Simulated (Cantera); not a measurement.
Charge: 1 mol CCl4, 2.8 mol H2, held at 3.10e-5 bar.

Equilibrium computed with Cantera from the NASA thermochemical tables; the gas is ideal and each condensed phase is pure. Candidate condensed phases: C, C6H6, C7H8, C8H18; 91 gas species. Rates play no part.

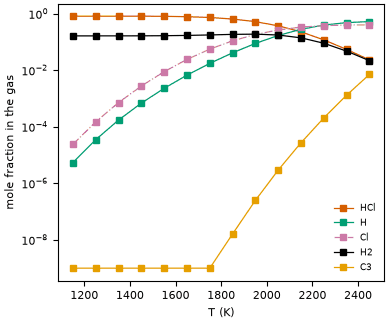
Figure: Equilibrium gas composition (values under 1e-9 drawn at 1e-9)

From 1150 K to 2450 K the condensed part is C(graphite). The main C-bearing gas is CH4 at 1150 K and C3 at 2450 K.
